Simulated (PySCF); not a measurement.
# C$_{3}$H$_{9}$Sb, SMILES `C[Sb](C)C`: electronic structure

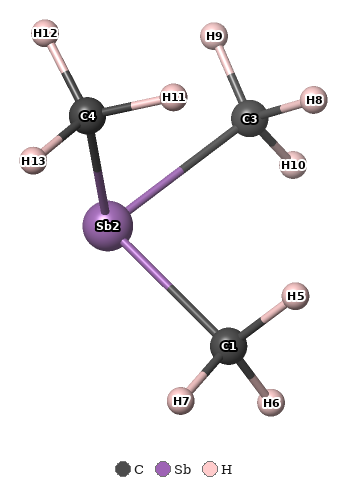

The molecule, with its atoms numbered as below. No frequency check shows the geometry to be a minimum.

Cartesian coordinates (Å):

```
C1       0.7955   -1.6383    0.7457
Sb2     -0.0010    0.0007   -0.4315
C3       1.0244    1.5036    0.7495
C4      -1.8142    0.1310    0.7514
H5       0.6908   -1.4139    1.8017
H6       1.8435   -1.7837    0.5138
H7       0.2560   -2.5511    0.5197
H8       0.8881    1.2942    1.8050
H9       0.6242    2.4872    0.5178
H10      2.0825    1.4961    0.5178
H11     -1.5641    0.1106    1.8066
H12     -2.3368    1.0527    0.5246
H13     -2.4649   -0.7042    0.5225
```

## 1. Bonding charge

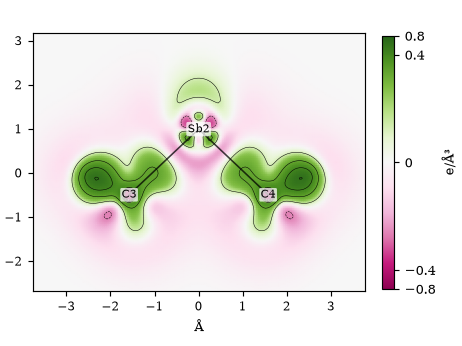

Deformation density (molecule less spherical, spin-averaged free atoms) in the plane of Sb2, C3 and C4; colour scale in e/Å³, logarithmic beyond ±0.1; green: gain, pink: loss.

Computed with PySCF, B3LYP/def2-SVPD, geometry: GFN2-xTB. Core potentials replace the inner electrons of Sb; spin–orbit coupling isn't included.

Question: How much density has each bond in this plane gained at its critical point, relative to the free atoms?

Answer: Sb2–C4 and Sb2–C3: +0.10 e/Å³ at the bond critical point (bond length 2.17 Å). In all, 2.7 electrons gather in the regions of gain relative to the promolecule. A small or negative value marks a very polar bond, one between electron-rich atoms, whose free-atom densities already overlap strongly, a long bond to a heavier atom, or a closed-shell contact such as a hydrogen bond.

## 2. Bond critical points

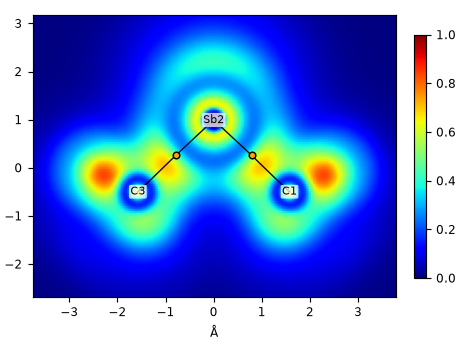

Localised orbital locator (LOL) in the plane of C1, Sb2 and C3, with bond paths and bond critical points (dots).

Question: Rank the bonds in the plane by LOL at their critical points.

Answer: Sb2–C3 and C1–Sb2: about 0.49. Values above 0.5 mark slow, localised electrons, as in shared pairs; low values at a critical point mark a polar or closed-shell contact whose critical point lies between the shells.

## 3. Local ionisation energy

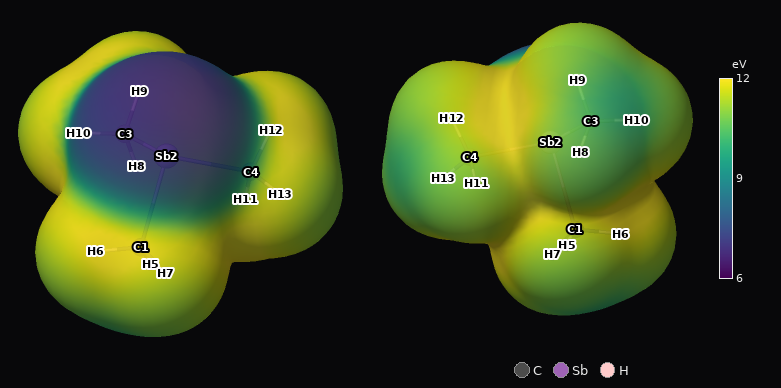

Average local ionisation energy on the surface of electron density 0.001 a.u. (back view left, front view right).

Question: Locate the minima of the map.

Answer: The lowest value is 6.7 eV, 2.6 Å from Sb2. Further minima include 10.0 eV, near H8 (1.85 Å), H10 (1.96 Å), H9 (1.99 Å) and C3 (2.01 Å), and at like points elsewhere. For comparison, the highest occupied orbital lies at −6.3 eV.

## 4. In an electric field

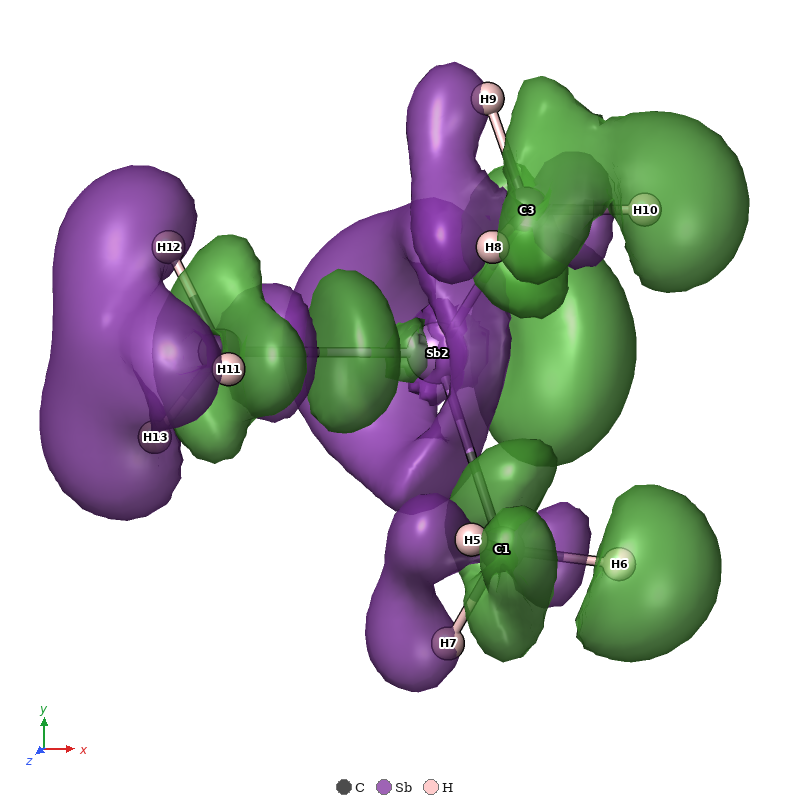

Change of the electron density in a uniform field of 0.21 V/Å, surfaces at ±0.0015 e/Å³ (purple: gain, green: loss).

Level of theory: B3LYP/def2-SVPD (PySCF), at a geometry from GFN2-xTB. Core potentials replace the inner electrons of Sb; spin–orbit coupling isn't included.

Question: Along which Cartesian direction does the field point?

Answer: Along +x: electrons gather on the −x side, against the field.

Question: How large is the response?

Answer: The induced dipole is 0.89 D (along the field); α along this axis, from the fields in both directions, is 87 bohr³ (12.9 Å³).

Question: Which atoms gain and lose the most charge?

Answer: Electrons gather most on H12 and H13 alike (Hirshfeld charge changes by −0.009 e) and leave H6 and H10 alike most (+0.009 e); 0.074 electrons are displaced in all.

## 5. Removing or adding an electron

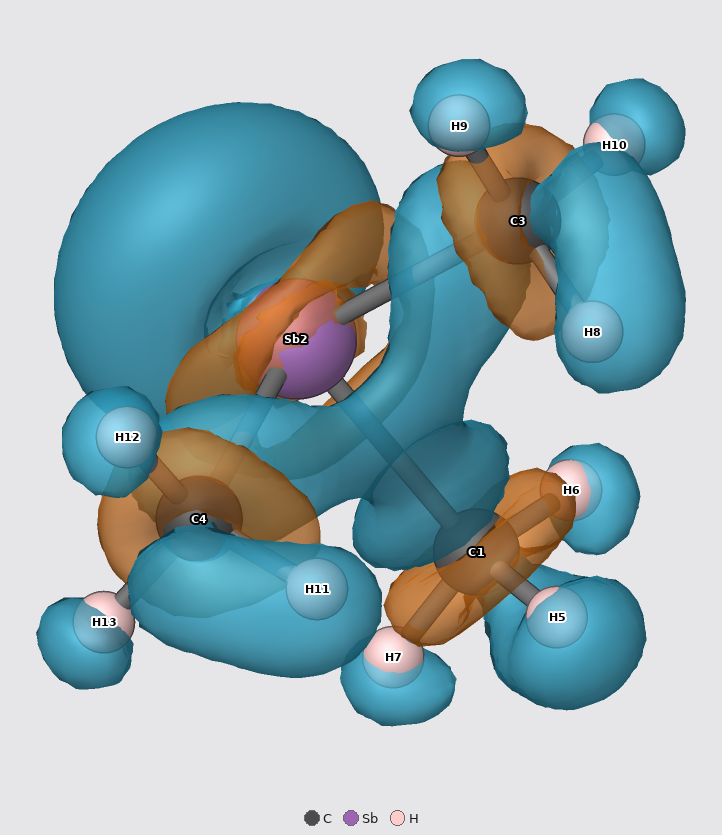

Fukui function f⁻ = ρ(N) − ρ(N−1) at fixed geometry, surfaces at ±0.02 e/Å³ (light blue positive, orange negative).

Question: On which atoms does the density change most on removal of an electron?

Answer: f⁻ (Hirshfeld-condensed) is largest on Sb2 (0.42); the vertical ionisation energy is 8.51 eV (the stability of the cation's solution wasn't checked). Condensed values hint at sites of electrophilic attack but needn't mark the atom that reacts. Orbital relaxation makes it negative in places (0.19 e in all).
